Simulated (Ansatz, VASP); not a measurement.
# Cross-check of CaB6 between VASP and Ansatz

Aim: how closely do two programs agree when they are given the same cell, functional and k mesh? Valence electrons are named where the data sets of a main pair hold unlike numbers.

Program: Ansatz 0.2.0. Level of theory: plane waves, with VASP 6.6.1 beside it; band structure at HSE06. Results are calculated unless marked as measured.

The database entry behind the starting cell differs from later determinations by our own check (0.1 to 0.3 % short, old inner coordinate), so it need not match the best structure at ambient conditions.

### Step 1. Starting point

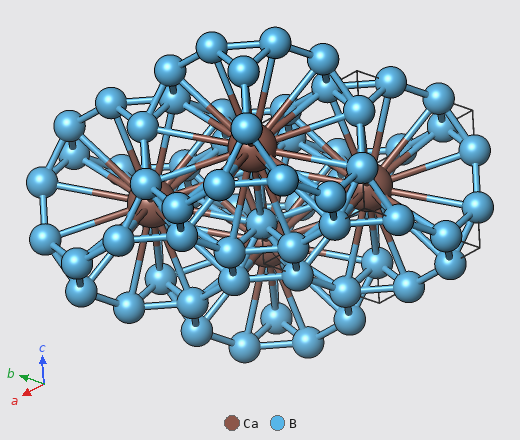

Start, viewed from a free direction; calcium brown, boron blue. 2×2×1 cells are drawn. Some periodic images of atoms are drawn too.

Structure file:

```xyz
7
Lattice="4.1450 0.0000 0.0000 0.0000 4.1450 0.0000 0.0000 0.0000 4.1450" Properties=species:S:1:pos:R:3 pbc="T T T"
Ca    2.0725    2.0725    2.0725
B     0.0000    0.0000    1.2145
B     0.0000    0.0000    2.9305
B     1.2145    0.0000    0.0000
B     2.9305    0.0000    0.0000
B     0.0000    1.2145    0.0000
B     0.0000    2.9305    0.0000
```

### Step 2. VASP: band structure, HSE06

The same path points are solved in both programs, so levels can be compared one by one.

Lines of VASP's logs that name or quote its potential files are left out, and so is its time.

The run reads the wave functions of an earlier VASP run, which isn't shown here.

The input, INCAR:

```
SYSTEM = CaB6
PREC = Accurate
ENCUT = 420
EDIFF = 1E-06
NELM = 100
ISMEAR = 0
SIGMA = 0.02
LREAL = .FALSE.
ALGO = Normal
LHFCALC = .TRUE.
AEXX = 0.25
GGA = PE
HFSCREEN = 0.2
LASPH = .TRUE.
NBANDS = 21
PRECFOCK = Fast
LORBIT = 11
LWAVE = .FALSE.
LCHARG = .FALSE.
KPAR = 8
```

The input, POSCAR:

```
CaB6
1.0
    4.1450000000      0.0000000000      0.0000000000
    0.0000000000      4.1450000000      0.0000000000
    0.0000000000      0.0000000000      4.1450000000
Ca B
1 6
Direct
    0.5000000000      0.5000000000      0.5000000000
    0.0000000000      0.0000000000      0.2930000000
    0.0000000000      0.0000000000      0.7070000000
    0.2930000000      0.0000000000      0.0000000000
    0.7070000000      0.0000000000      0.0000000000
    0.0000000000      0.2930000000      0.0000000000
    0.0000000000      0.7070000000      0.0000000000
```

The input, KPOINTS:

```
Automatic mesh
0
Gamma
4 4 4
0 0 0
```

The input, KPOINTS_OPT:

```
Line mode
6
Line-mode
Reciprocal
  0.00000000   0.00000000   0.00000000 GAMMA
  0.00000000   0.50000000   0.00000000 X

  0.00000000   0.50000000   0.00000000 X
  0.50000000   0.50000000   0.00000000 M

  0.50000000   0.50000000   0.00000000 M
  0.00000000   0.00000000   0.00000000 GAMMA

  0.00000000   0.00000000   0.00000000 GAMMA
  0.50000000   0.50000000   0.50000000 R

  0.50000000   0.50000000   0.50000000 R
  0.00000000   0.50000000   0.00000000 X

  0.50000000   0.50000000   0.00000000 M
  0.50000000   0.50000000   0.50000000 R
```

PAW data sets: Ca_sv and B (PBE family, release 64).

Command:

```sh
$ mpirun -np 8 vasp_std
```

Numbers of over 12 decimals in the logs are rounded to 6 here.

Output:

```text
[banner, memory and clock lines left out]
running    8 mpi-ranks, on    1 nodes
 distrk:  each k-point on    1 cores,    8 groups
 distr:  one band on    1 cores,    1 groups

 POSCAR found type information on POSCAR CaB
 POSCAR found :  2 types and       7 ions
|                                                                             |
|           W    W    AA    RRRRR   N    N  II  N    N   GGGG   !!!           |
|           W    W   A  A   R    R  NN   N  II  NN   N  G    G  !!!           |
|           W    W  A    A  R    R  N N  N  II  N N  N  G       !!!           |
|           W WW W  AAAAAA  RRRRR   N  N N  II  N  N N  G  GGG   !            |
|           WW  WW  A    A  R   R   N   NN  II  N   NN  G    G                |
|           W    W  A    A  R    R  N    N  II  N    N   GGGG   !!!           |
|                                                                             |
|     For optimal performance we recommend to set                             |
|       NCORE = 2 up to number-of-cores-per-socket                            |
|     NCORE specifies how many cores store one orbital (NPAR=cpu/NCORE).      |
|     This setting can greatly improve the performance of VASP for DFT.       |
|     The default, NCORE=1 might be grossly inefficient on modern             |
|     multi-core architectures or massively parallel machines. Do your        |
|     Unfortunately you need to use the default for GW and RPA                |
|     calculations (for HF NCORE is supported but not extensively tested      |
|     yet).                                                                   |
|                                                                             |

 LDA part: xc-table for (Slater+PW92), standard interpolation
 found WAVECAR, reading the header
 POSCAR, INCAR and KPOINTS ok, starting setup
 FFT: planning ... GRIDC
 FFT: planning ... GRID_SOFT
 FFT: planning ... GRID
 reading WAVECAR
 the WAVECAR file was read successfully
 initial charge from wavefunction
 entering main loop
       N       E                     dE             d eps       ncg     rms          rms(c)
DAV:   1    -0.492812644539E+02   -0.49281E+02   -0.61815E-01   479   0.566E+00    0.603E-01
DAV:   2    -0.492844870943E+02   -0.32226E-02   -0.21094E-02   547   0.107E+00    0.385E-01
DAV:   3    -0.492828750409E+02    0.16121E-02   -0.14240E-03   531   0.295E-01    0.221E-01
DAV:   4    -0.492823938389E+02    0.48120E-03   -0.41639E-04   574   0.151E-01    0.127E-01
DAV:   5    -0.492822436352E+02    0.15020E-03   -0.10017E-04   630   0.681E-02    0.743E-02
DAV:   6    -0.492821929096E+02    0.50726E-04   -0.20540E-05   553   0.331E-02    0.432E-02
DAV:   7    -0.492821759447E+02    0.16965E-04   -0.75043E-06   587   0.195E-02    0.253E-02
DAV:   8    -0.492821705088E+02    0.54359E-05   -0.20088E-06   440   0.112E-02    0.147E-02
DAV:   9    -0.492821687872E+02    0.17216E-05   -0.84644E-07   445   0.731E-03    0.858E-03
DAV:  10    -0.492821682430E+02    0.54414E-06   -0.29900E-07   362   0.445E-03
   1 F= -.49282168E+02 E0= -.49282168E+02  d E =-.353692E-16
 Start KPOINTS_OPT (optional k-point list driver)
k-point batch [1-10\36]
       N       E                     dE             ncg
DAV:   1    -0.377262710677E+03   -0.45014E+04      420
DAV:   2    -0.218715627978E+04   -0.18099E+04      486
DAV:   3    -0.234203918166E+04   -0.15488E+03      678
DAV:   4    -0.234884686941E+04   -0.68077E+01      572
DAV:   5    -0.234904726818E+04   -0.20040E+00      632
DAV:   6    -0.234905216483E+04   -0.48967E-02      564
DAV:   7    -0.234905228502E+04   -0.12019E-03      648
DAV:   8    -0.234905228726E+04   -0.22357E-05      453
DAV:   9    -0.234905228732E+04   -0.69063E-07      456
[...]
k-point batch [31-36\36]
       N       E                     dE             ncg
DAV:   1     0.246447451158E+04   -0.55611E+04      252
DAV:   2     0.136873728757E+04   -0.10957E+04      299
DAV:   3     0.127818549395E+04   -0.90552E+02      408
DAV:   4     0.127498544236E+04   -0.32001E+01      358
DAV:   5     0.127488512288E+04   -0.10032E+00      383
DAV:   6     0.127488375645E+04   -0.13664E-02      319
DAV:   7     0.127488372539E+04   -0.31060E-04      391
DAV:   8     0.127488372426E+04   -0.11320E-05      287
DAV:   9     0.127488372424E+04   -0.20942E-07      263
```

Parts of OUTCAR (step 2):

```text
ion  position               nearest neighbor table
   1  0.500  0.500  0.500-
   2  0.000  0.000  0.293-   3 1.72   4 1.72   5 1.72   6 1.72   7 1.72
   3  0.000  0.000  0.707-   2 1.72   4 1.72   5 1.72   6 1.72   7 1.72
   4  0.293  0.000  0.000-   5 1.72   3 1.72   2 1.72   6 1.72   7 1.72
   5  0.707  0.000  0.000-   4 1.72   3 1.72   2 1.72   6 1.72   7 1.72
   6  0.000  0.293  0.000-   7 1.72   3 1.72   4 1.72   5 1.72   2 1.72
   7  0.000  0.707  0.000-   6 1.72   3 1.72   4 1.72   5 1.72   2 1.72

  LATTYP: Found a simple cubic cell.
 ALAT       =     4.1450000000

 Subroutine GETGRP returns: Found 48 space group operations
 (whereof 48 operations were pure point group operations)

The static configuration has the point symmetry O_h .

 Found     10 irreducible k-points:

   k-points           NKPTS =     10   k-points in BZ     NKDIM =     64   number of bands    NBANDS=     21

   dimension x,y,z NGX =    28 NGY =   28 NGZ =   28
   dimension x,y,z NGXF=    56 NGYF=   56 NGZF=   56

   ENCUT  =  420.0 eV  30.87 Ry    5.56 a.u.   6.93  6.93  6.93*2*pi/ulx,y,z

   NELECT =      28.0000    total number of electrons

 k-points in reciprocal lattice and weights: Automatic mesh
   0.00000000  0.00000000  0.00000000       0.016
   0.25000000  0.00000000  0.00000000       0.094
   0.50000000  0.00000000  0.00000000       0.047
   0.25000000  0.25000000  0.00000000       0.188
   0.50000000  0.25000000  0.00000000       0.188
   0.50000000  0.50000000  0.00000000       0.047
   0.25000000  0.25000000  0.25000000       0.125
   0.50000000  0.25000000  0.25000000       0.188
   0.50000000  0.50000000  0.25000000       0.094
   0.50000000  0.50000000  0.50000000       0.016

  exchange ACFDT corr.  =         0.00000000  see jH, gK, PRB 81, 115126

 average (electrostatic) potential at core
       1 -40.6002       2 -23.4983       3 -23.4983       4 -23.4983       5 -23.4983
       6 -23.4983       7 -23.4983

 E-fermi :   4.2692

 k-point     1 :       0.0000    0.0000    0.0000
  band No.  band energies     occupation
    ...
     10      -1.4962      2.00000
     11      -1.4962      2.00000
     12       3.7855      2.00000
     13       3.7855      2.00000
     14       3.7855      2.00000
     15       8.1822      0.00000
     16       8.1822      0.00000
     17       8.1822      0.00000
     18       8.8386      0.00000
     19       8.8386      0.00000
    ...

 k-point     2 :       0.2500    0.0000    0.0000
  band No.  band energies     occupation
    ...
     10      -1.2972      2.00000
     11       0.5926      2.00000
     12       2.5542      2.00000
     13       2.5542      2.00000
     14       3.9607      2.00000
     15       5.9997      0.00000
     16       8.8812      0.00000
     17       8.8812      0.00000
     18       9.1897      0.00000
     19       9.8398      0.00000
    ...

 k-point     3 :       0.5000    0.0000    0.0000
  band No.  band energies     occupation
    ...
     10      -1.0676      2.00000
     11       1.6311      2.00000
     12       1.6311      2.00000
     13       2.3221      2.00000
     14       4.1591      2.00000
     15       4.9490      0.00000
     16       8.5519      0.00000
     17       8.5519      0.00000
     18       8.9656      0.00000
     19       9.3134      0.00000
    ...

  energy-cutoff  :      420.00
  volume of cell :       71.22
      direct lattice vectors                 reciprocal lattice vectors
     4.145000000  0.000000000  0.000000000     0.241254524  0.000000000  0.000000000
     0.000000000  4.145000000  0.000000000     0.000000000  0.241254524  0.000000000
     0.000000000  0.000000000  4.145000000     0.000000000  0.000000000  0.241254524

 POSITION                                       TOTAL-FORCE (eV/Angst)
 -----------------------------------------------------------------------------------
      2.07250      2.07250      2.07250         0.000000      0.000000      0.000000
      0.00000      0.00000      1.21448        -0.000000      0.000000      1.180596
      0.00000      0.00000      2.93052         0.000000      0.000000     -1.180596
      1.21448      0.00000      0.00000         1.180596      0.000000     -0.000000
      2.93052      0.00000      0.00000        -1.180596      0.000000      0.000000
      0.00000      1.21448      0.00000         0.000000      1.180596      0.000000
      0.00000      2.93052      0.00000        -0.000000     -1.180596     -0.000000
 -----------------------------------------------------------------------------------
    total drift:                               -0.000001     -0.000001     -0.000001

  FREE ENERGIE OF THE ION-ELECTRON SYSTEM (eV)
  ---------------------------------------------------
  free  energy   TOTEN  =       -49.2821682430 eV

  energy  without entropy=      -49.2821682430  energy(sigma->0) =      -49.28216824

 total charge
# of ion       s       p       d       tot
------------------------------------------
    1        2.010   5.845   0.170   8.025
    2        0.705   1.392   0.000   2.097
    3        0.705   1.392   0.000   2.097
    4        0.705   1.392   0.000   2.097
    5        0.705   1.392   0.000   2.097
    6        0.705   1.392   0.000   2.097
    7        0.705   1.392   0.000   2.097
--------------------------------------------------
tot          6.239  14.198   0.170  20.606

[... 3 further parts left out ...]
```

The PAW data sets were made with PBE, which is usual practice but a small mismatch for other functionals.

(Part 1 of 2 ends here.)

[Lines on the potential files, build, host, timing and source positions are cut from VASP's logs without a mark.]

[Logs are printed without paths, hosts, clocks, repeated set-up lines and the standing remarks that a program may print on its own settings, such as how far it seeks lower states.]

[Hosts, paths, dates, database ids (printed as entryN), source tags and the programs' standing remarks are cut or masked in the printed files.]
